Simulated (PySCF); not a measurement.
**C2H8BO2P: excited-state calculation**

C2H8BO2P, SMILES CCOB(O)P, computed with TDDFT mPW1PW91/def2-SVPD, vertical, gas phase, core orbitals frozen in the response (PySCF 2.14.0).

The geometry comes from this level: GFN2-xTB. It belongs to a series of runs on one base structure; here: mPW1PW91/def2-SVPD; 1 states.

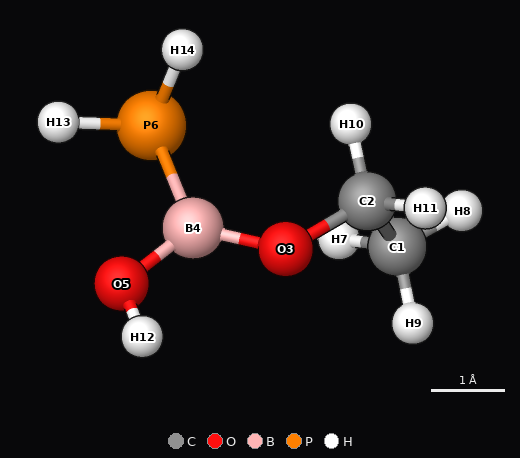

The input geometry (ball-and-stick view, seen at a tilt; atoms are numbered from 1 in the order of the input). Bond lengths as drawn: B–O 1.35 Å, B–P 1.94 Å, C–C 1.52 Å, C–H 1.09 to 1.10 Å, C–O 1.41 Å, H–O 0.96 Å and H–P 1.38 Å.

Key numbers:

- outcome: converged
- total energy: −597.453344 hartree
- HOMO: −7.26 eV
- LUMO: 0.12 eV
- dipole moment: 2.00 D
- mean polarisability: 72.77 a.u.
- lowest singlet excitation: 6.29 eV
- hardware: 1 CPU thread, shared host
- wall time: 38 s
- peak memory: 0.71 GiB

Remarks:

Settings chosen away from the usual ones: mPW1PW91/def2-SVPD; 1 states.

Input file:
```
{"job": {"kind": "uv", "xc": "mPW1PW91", "basis": "def2-SVPD", "nstates": 1, "ntriplets": 5, "tda": false}, "charge": 0, "multiplicity": 1}
C      1.808390     0.840676    -0.022963
C      1.017098    -0.208527     0.747035
O      0.224228    -0.989387    -0.123077
B     -1.009406    -0.642300    -0.541382
O     -1.627078    -1.416514    -1.453767
P     -1.988888     0.933355     0.010640
H      1.120832     1.524685    -0.517445
H      2.439051     1.401753     0.660784
H      2.432219     0.364014    -0.775262
H      0.378816     0.285895     1.492486
H      1.689632    -0.905134     1.257861
H     -1.125729    -2.172342    -1.765862
H     -3.219902     0.431986    -0.354102
H     -2.139942     0.551369     1.333019
```

The first line tells a small driver script what to run in PySCF; the rest is the geometry in Å.

Command:
```bash
OMP_NUM_THREADS=1 python <driver script> task.json out
```

What the program printed:
```
coarse grid: 12016 points
cycle   1  E = -597.2467038001  dE =  6.315e-01  |g| = 7.883e-01  |ddm| = 4.857e+00
cycle   2  E = -597.1131058217  dE =  1.336e-01  |g| = 1.156e+00  |ddm| = 1.922e+00
cycle   3  E = -597.3663304803  dE = -2.532e-01  |g| = 7.563e-02  |ddm| = 1.076e+00
cycle   4  E = -597.3674751924  dE = -1.145e-03  |g| = 3.045e-02  |ddm| = 1.409e-01
cycle   5  E = -597.3676974169  dE = -2.222e-04  |g| = 7.969e-03  |ddm| = 5.115e-02
cycle   6  E = -597.3677088768  dE = -1.146e-05  |g| = 3.148e-03  |ddm| = 1.083e-02
cycle   7  E = -597.3677106520  dE = -1.775e-06  |g| = 6.769e-04  |ddm| = 3.296e-03
final grid: 110944 points
cycle   8  E = -597.4533346457  dE = -3.863e-05  |g| = 6.409e-03  |ddm| = 1.256e-01
cycle   9  E = -597.4533296512  dE =  4.994e-06  |g| = 8.286e-03  |ddm| = 1.700e-02
cycle  10  E = -597.4533436980  dE = -1.405e-05  |g| = 7.865e-04  |ddm| = 8.456e-03
cycle  11  E = -597.4533438338  dE = -1.358e-07  |g| = 1.923e-04  |ddm| = 1.298e-03
cycle  12  E = -597.4533438412  dE = -7.396e-09  |g| = 7.511e-05  |ddm| = 3.185e-04
cycle  13  E = -597.4533438423  dE = -1.103e-09  |g| = 2.693e-05  |ddm| = 1.098e-04
cycle  14  E = -597.4533438425  dE = -1.398e-10  |g| = 4.541e-06  |ddm| = 3.368e-05
```

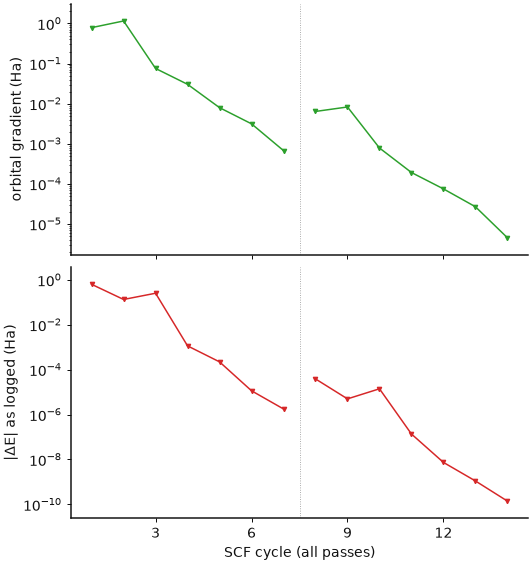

Convergence of the self-consistent field: orbital gradient and size of the energy change against the SCF cycle. The dotted line marks the change from a coarse to the final integration grid. The first 7 cycles use a coarse grid, the final grid takes over at cycle 8, and the field converges after 14 cycles in all.

```
converged SCF energy = -597.4533438425

Static polarisability (au): isotropic 72.773, principal 61.910 75.025 81.385

Singlet excitations
state   eV       nm        f      main configurations
  1   6.2877    197.2   0.01391   H->L 0.70, H->L+1 0.27

Triplet excitations (Tamm-Dancoff, eV): 5.5338 5.8622 6.2495 6.7000 7.2678
```

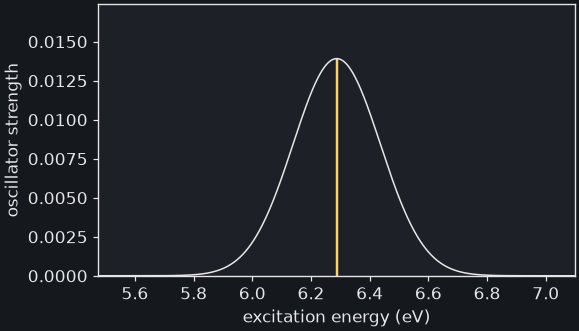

Computed excitations as sticks (degenerate states added up, dark ones marked on the axis), with a Gaussian envelope of 0.35 eV full width at half maximum, scaled to the tallest. Of the 1 states the lowest lies at 6.29 eV (f = 0.014); the strongest line is at 6.29 eV, or 197 nm (f = 0.014).

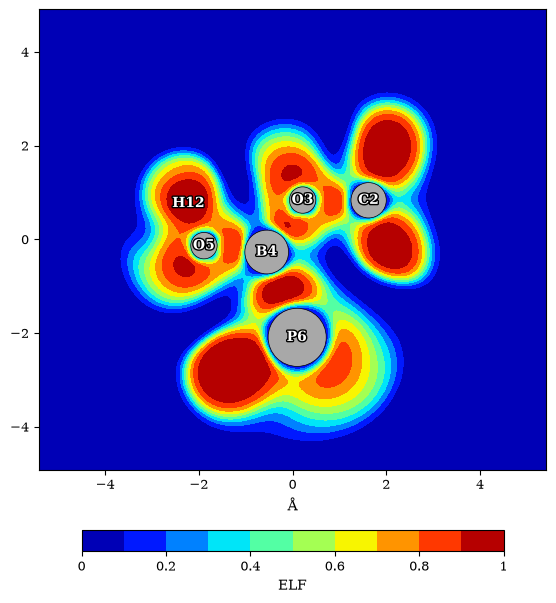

Electron localisation function on the plane of atoms B4, O5 and H12. Grey discs, where drawn, cover atomic cores. Atoms in the plane: C, O, B, P and H. C–O (1.41 Å): the ELF peaks at about 0.90 between the atoms, which marks a polar covalent bond.

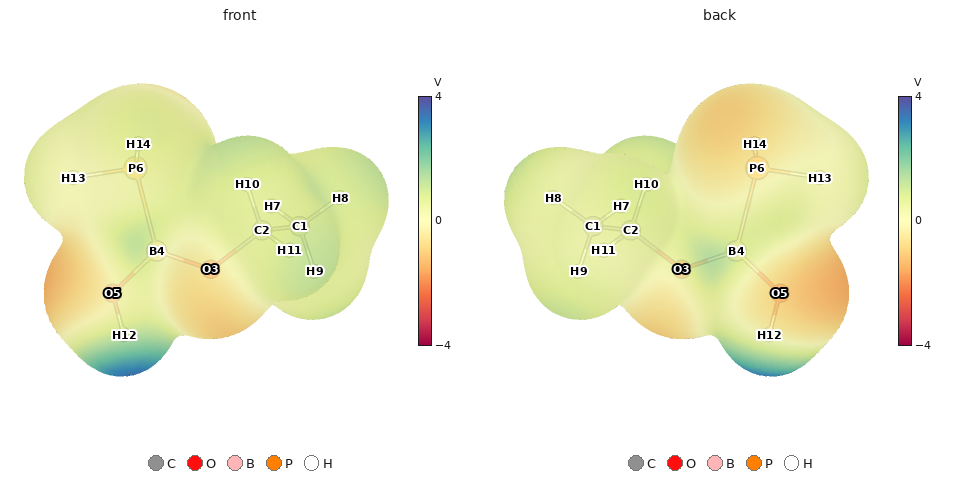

The molecular electrostatic potential painted on the density surface at 0.004 e/bohr³, seen face on and from behind; the colour scale runs from red (negative) to blue (positive).
